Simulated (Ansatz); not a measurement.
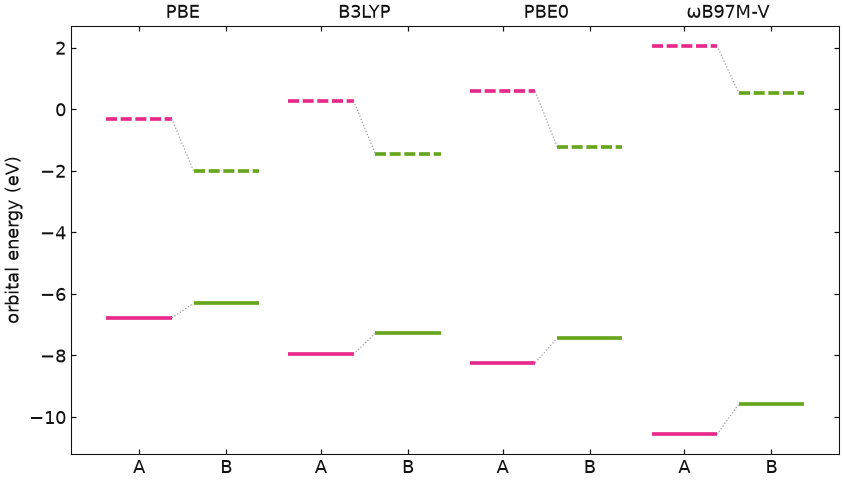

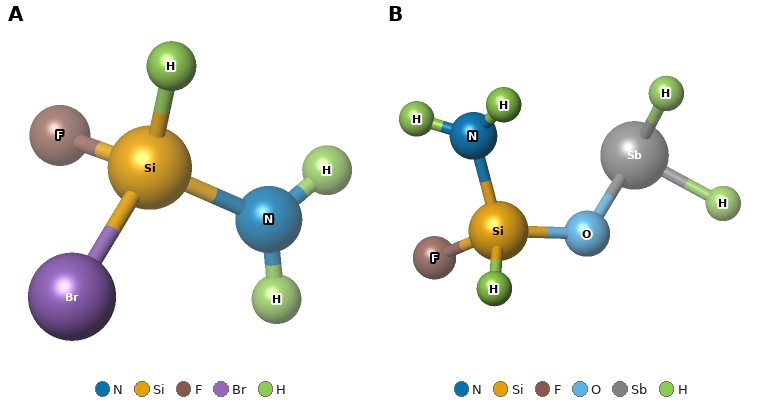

One change: A, SiNH₃BrF (SMILES N[Si@@H](F)Br), becomes B, SiSbNH₅OF (SMILES N[Si@@H](F)[O][SbH2]). Br on Si is replaced by SbH₂O (bound through O). HOMO (solid) and LUMO (dashed) computed in def2-TZVPP at PBE0-D4/def2-TZVP geometries, both minima by their frequencies, gas phase, the Ansatz code 0.2.0. Empty levels above zero depend strongly on the basis.

### What does the change do to HOMO and LUMO?

PBE: the HOMO rises by 0.47 eV, the LUMO falls by 1.70 eV, and the separation goes from 6.47 to 4.30 eV. B3LYP: the HOMO rises by 0.68 eV, the LUMO falls by 1.72 eV, and the separation goes from 8.23 to 5.83 eV. PBE0: the HOMO rises by 0.79 eV, the LUMO falls by 1.79 eV, and the separation goes from 8.81 to 6.23 eV. ωB97M-V: the HOMO rises by 0.98 eV, the LUMO falls by 1.54 eV, and the separation goes from 12.62 to 10.10 eV.

### Do the functionals agree on the effect?

They agree on the direction for both levels; the HOMO shift lies between 0.47 and 0.98 eV and the LUMO shift between −1.79 and −1.54 eV, while the separations themselves differ by up to 6.2 eV between functionals.

Caveats: core potentials past krypton; spin-orbit coupling is left out, and with Sb it can shift these values; one conformer of each flexible molecule.
